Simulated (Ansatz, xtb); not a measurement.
## Ligand exchange: CH2Br2 + LiCl → CH2BrCl + LiBr

Species: CH2Br2 (dibromomethane) `BrCBr`, singlet; LiCl, singlet; CH2BrCl (bromochloromethane) `ClCBr`, singlet; LiBr, singlet. The partners trade Br for Cl: C–Br and Li–Cl bonds give way to C–Cl and Li–Br.

Shapes, held fixed at every level: PBE0-D4/def2-TZVP. Programs: Ansatz 0.2.0, xtb 6.7.1. The zero-point and thermal change to 298 K, harmonic and unscaled (PBE0-D4/def2-TZVP), is +0.8 kJ/mol.

```csv
level,kind,ΔH(298 K) (kJ/mol),less CCSD(T)/def2-TZVPP,CPU time (sum over the molecules)
GFN0-xTB,semi-empirical,-29.2,-25.4,0.19 s
HF/def2-SVP,Hartree–Fock,-13.3,-9.5,–
PBE-D4/def2-TZVPP,GGA,-4.8,-1.0,11 s
B3LYP-D4/def2-TZVPP,global hybrid,-4.4,-0.6,16 s
r2SCAN0-D4/def2-TZVPP,global hybrid,-9.3,-5.5,24 s
wB97M-V/def2-TZVPP,range-separated hybrid,-7.2,-3.4,46 s
wB97X-V/def2-TZVPP,range-separated hybrid,-7.4,-3.6,33 s
CCSD(T)/def2-SVP,coupled cluster or CI,-16.3,-12.5,10 s
CCSD(T)/def2-TZVPP,coupled cluster or CI,-3.8,0.0,67 s
```

The highest level, CCSD(T)/def2-TZVPP, gives ΔH(298 K) = -3.8 kJ/mol; the levels span -29.2 to -3.8. That is about zero within the method's error. The column of differences is taken from that level and isn't an error. No measured value is set beside it here. Relativity is left out for Br. Outer-core shells of Br, Li are correlated in most correlated rows, in sets that cover them unevenly. Times are processor times on shared x86 and Arm servers, and rough.

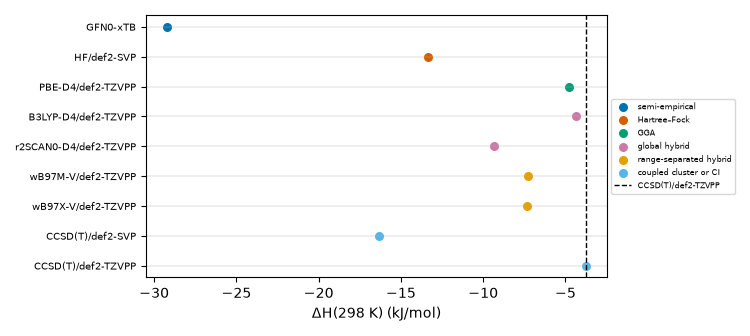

The values of the table, level by level.
